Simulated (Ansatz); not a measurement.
**The cluster SnSe2−: the relaxed shape and its frontier levels**

What does the cluster SnSe2− look like as a doublet, and where do its frontier electrons sit?

Computed with Ansatz 0.2.0, Gaussian basis. Level: UKS PBE0-D4/def2-TZVPD.

The runs, in order: a search for the lowest solution at PBE0-D4/def2-SVP; a single point at PBE0-D4/def2-TZVPD; harmonic vibrations at r2SCAN-D4/def2-TZVPD.

**1. The structure**

The geometry is that of the doublet, from an earlier relaxation (r2SCAN-D4/def2-TZVPD). At that level it is the lowest of the isomers that a small search found.

3 atoms, charge -1, spin multiplicity 2.

Atoms are counted from 1 here; the program's logs count them from 0.

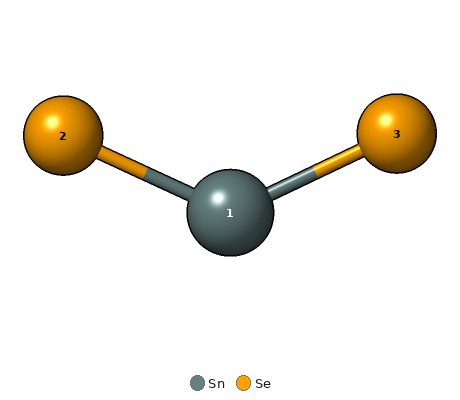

The structure; tin teal, selenium orange; atoms are numbered from 1 in the order of the file.

As a file:

```csv
atom,x (Å),y (Å),z (Å)
Sn1,-0.0403,0.0049,-0.6882
Se2,2.1753,-0.4460,0.2149
Se3,-2.1350,0.4411,0.4733
```

Sn takes a core potential in the def2 sets. No spin-orbit coupling is included. The ion is computed in the gas phase, without counter-ions or solvent.

Bonds by kind at the end (by distance):

```csv
bond,count,shortest (Å),longest (Å)
Se–Sn,2,2.435,2.435
```

**2. Searching for the lowest solution, PBE0-D4/def2-SVP**

start.molden holds the orbitals of an earlier run on this state, given as this run's starting guess.

File in.yaml:

```yaml
crystal:
  periodic: [false, false, false]
  atoms:
    - {symbol: Sn, position_ang: [-0.040260, 0.004909, -0.688209]}
    - {symbol: Se, position_ang: [2.175287, -0.445974, 0.214878]}
    - {symbol: Se, position_ang: [-2.135037, 0.441075, 0.473332]}
basis:
  gaussian: {orbitals: def2-SVP, initial_orbitals: start.molden}
total_charge: -1
magnetization: {spin_polarized: true, initial_magnetization: 1}
hamiltonian: {xc: pbe0, dispersion: d4}
output: {orbitals: {seedname: orbitals}}
```

The run is started by

```bash
ansatz run in.yaml --threads 2 --pin off --events-out ev --progress --plain --max-ram 4352MiB
```

Output:

```text
Functional definition: PBE0
  name "PBE0"
  cite "Adamo & Barone, J. Chem. Phys. 110, 6158 (1999) doi:10.1063/1.478522"
  cite "Perdew, Burke & Ernzerhof, Phys. Rev. Lett. 77, 3865 (1996) doi:10.1103/PhysRevLett.77.3865"
  parent pbe
  parameter a = 0.25
  parameter kappa = 0.804
  parameter beta = 0.06672455060314922
  exchange = (1 - a)*pbe_x(kappa = kappa, mu = beta*pi^2/3) + a*exact_x
  correlation = pbe_c(beta = beta)
956 factors; integrals over basis functions are off by at most 2.8e-4 eV
mean field evaluation 1: about -136490.6857 eV, gradient 8.0e1 eV
mean field evaluation 2: about -136495.4732 eV, gradient 7.9e0 eV
mean field evaluation 4: about -136497.9778 eV, gradient 8.5e-1 eV
mean field evaluation 8: about -136503.1151 eV, gradient 5.1e-1 eV
mean field evaluation 16: about -136500.2359 eV, gradient 2.0e1 eV
mean field evaluation 32: about -136503.1428 eV, gradient 3.7e-5 eV
mean field -136503.14278440 eV, -5016.3979721734 hartree, gradient 1.9e-5 eV, S^2 0.757753; 2 other end points of the search recorded, 0 dependent functions left out
reference -136503.14280415 eV, -5016.3979728990 hartree; 46, 45 occupied and 44, 45 virtual orbitals, 956 factors
Total energy: -136503.25265708 eV, -5016.4020099199 hartree
```

Run time: 6.5 s. Hardware: 2 threads of Arm Neoverse V2, shared host.

From the report: HOMO -1.02 eV, LUMO 1.21 eV (over both spins); ⟨S²⟩ 0.758 (pure: 0.75).

**3. Single point, PBE0-D4/def2-TZVPD**

in.yaml: that of step 2 with these lines changed.

```diff
@@ -7,3 +7,3 @@
 basis:
-  gaussian: {orbitals: def2-SVP, initial_orbitals: start.molden}
+  gaussian: {orbitals: def2-TZVPD, initial_orbitals: start.molden}
 total_charge: -1
@@ -11,2 +11,3 @@
 hamiltonian: {xc: pbe0, dispersion: d4}
+scf: {omitted_lower_state_checks: [starts]}
 output: {orbitals: {seedname: orbitals}}
```

The command is unchanged.

Output (excerpt; [...] marks lines left out):

```text
Functional definition: PBE0
  name "PBE0"
  cite "Adamo & Barone, J. Chem. Phys. 110, 6158 (1999) doi:10.1063/1.478522"
  cite "Perdew, Burke & Ernzerhof, Phys. Rev. Lett. 77, 3865 (1996) doi:10.1103/PhysRevLett.77.3865"
  parent pbe
[...]
1237 factors; integrals over basis functions are off by at most 7.4e-4 eV
[...]
mean field -136519.66852176 eV, -5017.0052818199 hartree, gradient 2.1e-5 eV, S^2 0.759198; 0 other end points of the search recorded, 0 dependent functions left out
reference -136519.66855782 eV, -5017.0052831450 hartree; 46, 45 occupied and 124, 125 virtual orbitals, 1237 factors
Total energy: -136519.77841076 eV, -5017.0093201659 hartree
Checks for a lower state left out: starts
```

Run time: 11 s. Hardware: 2 threads of Arm Neoverse V2, shared host; peak memory 0.61 GiB.

HOMO -1.48 eV, LUMO 0.70 eV (over both spins); ⟨S²⟩ 0.759 (pure: 0.75).

Mulliken charges, from this run's orbitals:

```csv
atom,value (e)
Sn1,0.39
Se2,-0.69
Se3,-0.69
```

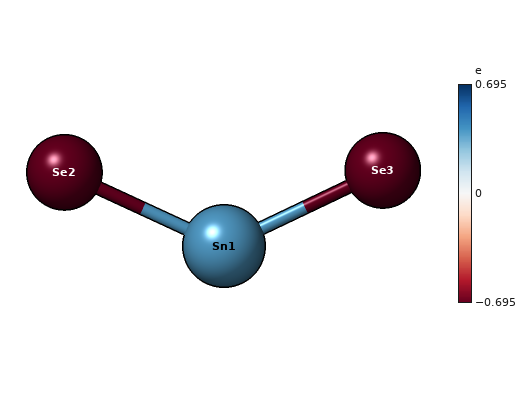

Mulliken charges, from this run's orbitals, as colours on the atoms.

Mulliken spin populations:

```csv
atom,value (e)
Sn1,0.34
Se2,0.33
Se3,0.33
```

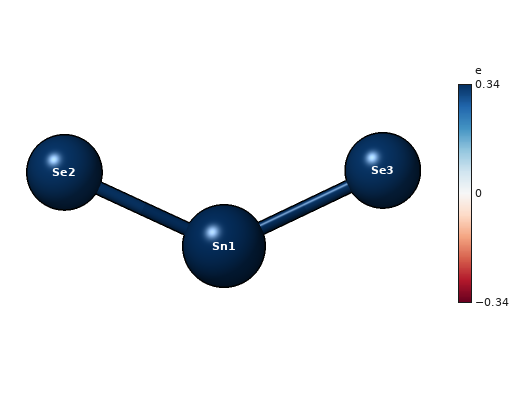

Mulliken spin populations, as colours on the atoms.

Largest Mayer bond orders: Sn1–Se2 1.49; Sn1–Se3 1.49; Se2–Se3 0.19.

The fields below are evaluated on a grid from the run's orbitals.

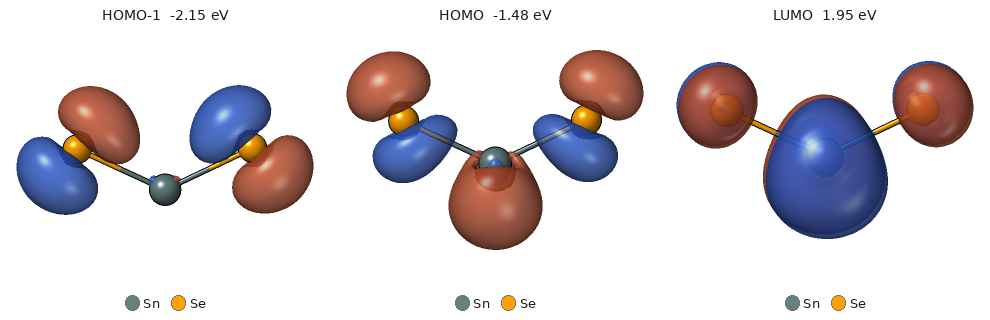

PBE0-D4/def2-TZVPD orbitals (alpha spin) near the gap, drawn at the value that encloses 70 % of each; the two colours are the two signs.

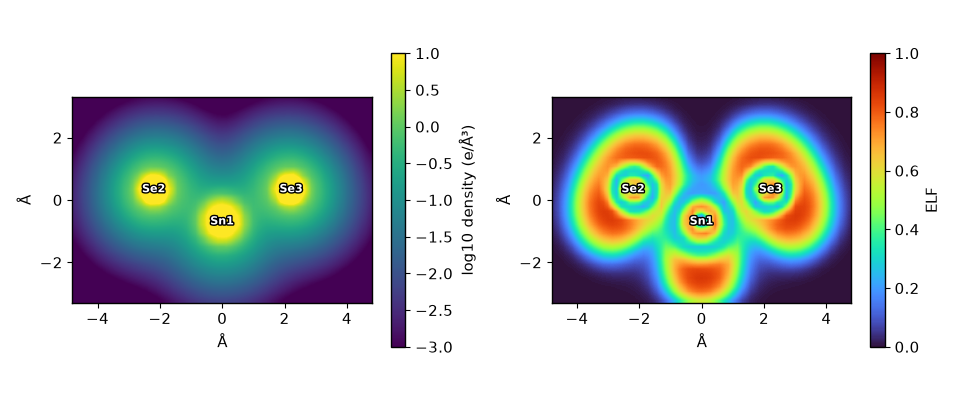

Density (left) and ELF (right) in a plane through or near 3 of the atoms.

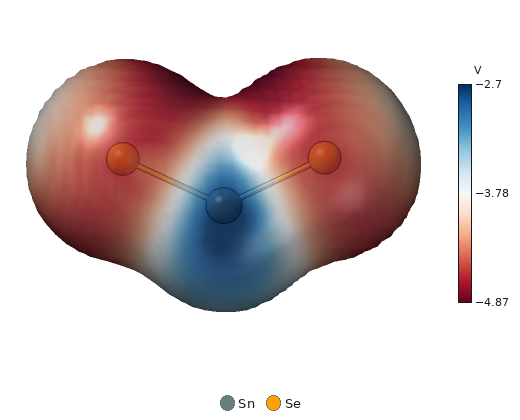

Electrostatic potential on the surface of density 0.002 e/bohr³; red is low, blue high. It runs from -4.87 V near Se3 to -2.70 V near Sn1.

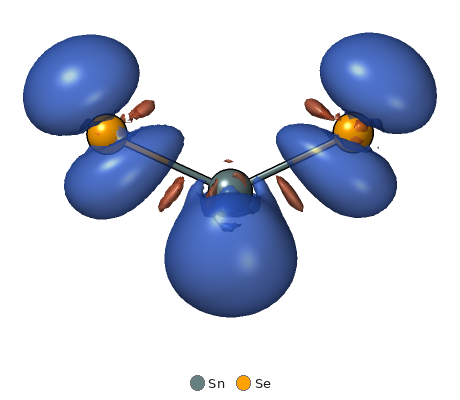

Spin density at ±0.01 e/Å³ (alpha excess blue, beta excess red).

**4. Vibrations by finite differences**

File in.yaml:

```yaml
crystal:
  periodic: [false, false, false]
  atoms:
    - {symbol: Sn, position_ang: [-0.040260, 0.004909, -0.688209]}
    - {symbol: Se, position_ang: [2.175287, -0.445974, 0.214878]}
    - {symbol: Se, position_ang: [-2.135037, 0.441075, 0.473332]}
basis:
  gaussian: {orbitals: def2-TZVPD}
total_charge: -1
magnetization: {spin_polarized: true, initial_magnetization: 1}
hamiltonian: {xc: r2scan, dispersion: d4}
scf: {omitted_lower_state_checks: [starts]}
phonons: {temperatures: {t_min: 298.15, t_max: 900, t_step: 200}}
```

The command is unchanged.

Output (excerpt; [...] marks lines left out):

```text
Functional definition: r2SCAN
  name "r2SCAN"
  cite "Furness, Kaplan, Ning, Perdew & Sun, J. Phys. Chem. Lett. 11, 8208 (2020) doi:10.1021/acs.jpclett.0c02405"
  cite "Furness, Kaplan, Ning, Perdew & Sun, J. Phys. Chem. Lett. 11, 9248 (2020) doi:10.1021/acs.jpclett.0c03077"
  parent r2scan
[...]
1250 factors; their error is unknown
[...]
mean field -136536.64659362 eV, -5017.6292144524 hartree, gradient 7.3e-5 eV, S^2 0.759213; 0 other end points of the search recorded, 0 dependent functions left out
[...]
reference -136536.64664019 eV, -5017.6292161640 hartree; 46, 45 occupied and 124, 125 virtual orbitals, 1250 factors
[...]
1250 factors; their error is unknown
mean field -136536.64656596 eV, -5017.6292134359 hartree, gradient 2.0e-6 eV, S^2 0.759203; 0 other end points of the search recorded, 0 dependent functions left out
[...]
reference -136536.64663855 eV, -5017.6292161036 hartree; 46, 45 occupied and 124, 125 virtual orbitals, 1250 factors
[...]
1250 factors; their error is unknown
mean field -136536.64658924 eV, -5017.6292142914 hartree, gradient 2.0e-6 eV, S^2 0.759208; 0 other end points of the search recorded, 0 dependent functions left out
[...]
reference -136536.64663581 eV, -5017.6292160030 hartree; 46, 45 occupied and 124, 125 virtual orbitals, 1250 factors
Total energy: -136536.67105082 eV, -5017.6301132379 hartree
Atom 0 at    -0.040260     0.004909    -0.688209 Å, force    -0.000113     0.000014    -0.001933 eV/Å
Atom 1 at     2.175287    -0.445974     0.214878 Å, force     0.001279    -0.000258     0.000893 eV/Å
Atom 2 at    -2.135037     0.441075     0.473332 Å, force    -0.001165     0.000245     0.001040 eV/Å
Dipole moment:    -0.021322     0.002598    -0.364514 e Å
Vibrations: 76.32 230.94 282.19 cm⁻¹, zero-point energy 0.036542 eV
Checks for a lower state left out: starts
```

Run time: 57 s. Hardware: 2 threads of Arm Neoverse V2, shared host.

Motions are named by where the mode's potential energy lies. The modes, unscaled (a negative number is an imaginary wavenumber):

```csv
mode,cm⁻¹,motion
1,76,bend
2,231,Sn–Se stretch
3,282,Sn–Se stretch
```

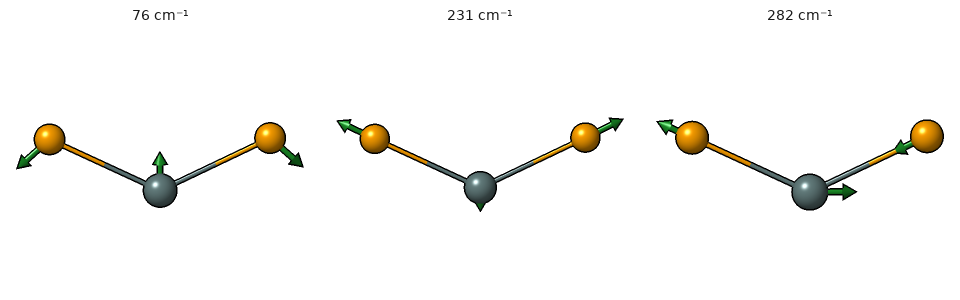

How the atoms move in 3 of the modes.

**5. What came out**

```
                                          quantity                            value
                                       point group                              C2v
                                    commonest bond  Se–Sn, 2 of mean length 2.435 Å
HOMO, LUMO at PBE0-D4/def2-TZVPD (over both spins)                   -1.48, 0.70 eV
                                              ⟨S²⟩                            0.759
                        lowest, highest wavenumber                     76, 282 cm⁻¹
```

What this shows: All wavenumbers are real: a minimum at this level. The alpha HOMO lies nearest to Sn1 34 %; Se2, Se3 about 33 % each and the alpha LUMO to Sn1 68 %; Se2, Se3 about 16 % each (shares on a coarse grid); over both spins the LUMO of beta spin, not drawn, take the frontier's place. Whether this spin is the lowest isn't tested here.
